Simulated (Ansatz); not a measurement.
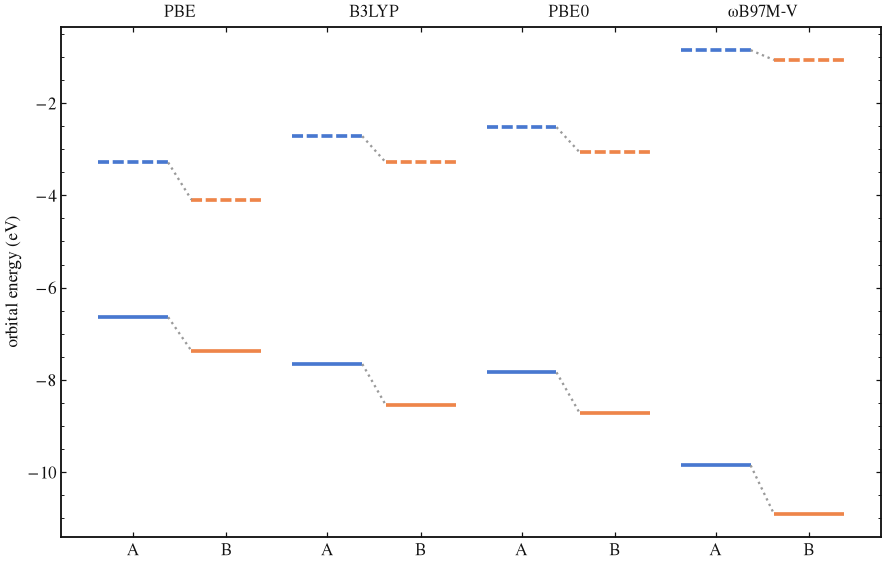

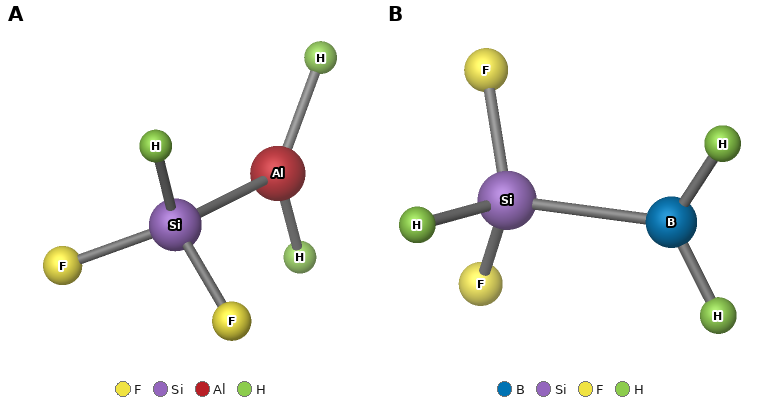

One change: A, AlSiH₃F₂ (SMILES F[SiH](F)[AlH2]), becomes B, BSiH₃F₂ (SMILES B[SiH](F)F). AlH₂ on Si is replaced by BH₂. HOMO (solid) and LUMO (dashed) computed in def2-TZVPP at PBE0-D4/def2-TZVP geometries, both minima by their frequencies, gas phase, the Ansatz code.

**What does the change do to HOMO and LUMO?**

PBE: the HOMO falls by 0.73 eV, the LUMO falls by 0.81 eV, and the separation goes from 3.35 to 3.28 eV. B3LYP: the HOMO falls by 0.88 eV, the LUMO falls by 0.56 eV, and the separation goes from 4.94 to 5.26 eV. PBE0: the HOMO falls by 0.89 eV, the LUMO falls by 0.55 eV, and the separation goes from 5.31 to 5.65 eV. ωB97M-V: the HOMO falls by 1.05 eV, the LUMO falls by 0.21 eV, and the separation goes from 9.00 to 9.84 eV.

**Do the functionals agree on the effect?**

They agree on the direction for both levels; the HOMO shift lies between −1.05 and −0.73 eV and the LUMO shift between −0.81 and −0.21 eV, while the separations themselves differ by up to 6.6 eV between functionals.
